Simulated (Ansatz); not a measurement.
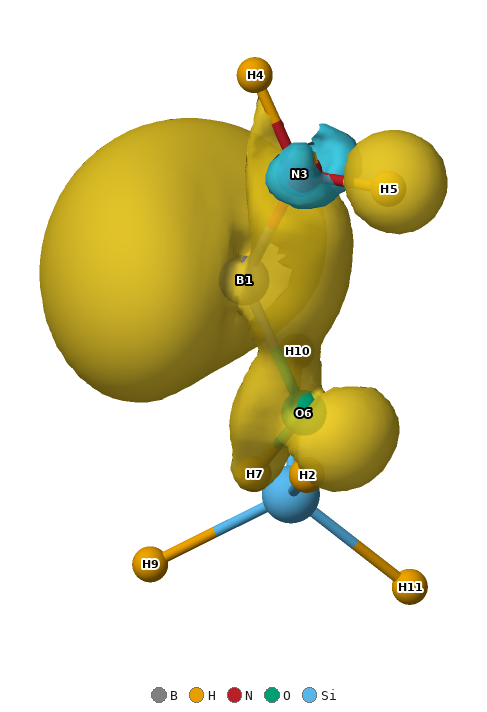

BH3NO···SiH4 (doublet). Isosurfaces of the spin density (α minus β) at +0.015 (yellow) and −0.015 e/Å³ (cyan), seen at an oblique angle.

The calculation used UKS B3LYP/def2-SVP in Ansatz.

```
atom    x (Å)    y (Å)    z (Å)
   B   0.5794  -0.5526  -0.8695
   H  -0.5104   0.1516   2.3777
   N   1.4348  -0.1360  -1.8904
   H   2.2579  -0.6544  -2.1645
   H   1.2845   0.7225  -2.4179
   O  -0.5268   0.1448  -0.4970
   H  -1.0116  -0.2698   0.2254
  Si  -0.4043  -0.0208   3.8554
   H  -1.1412  -1.2513   4.2624
   H   1.0317  -0.1458   4.2320
   H  -1.0012   1.1651   4.5323
```

**Where is the unpaired spin?**

The unpaired spin (1 electron) lies mostly on B1 (about 0.8) and O6 (about 0.1), in electrons by Hirshfeld's partition.
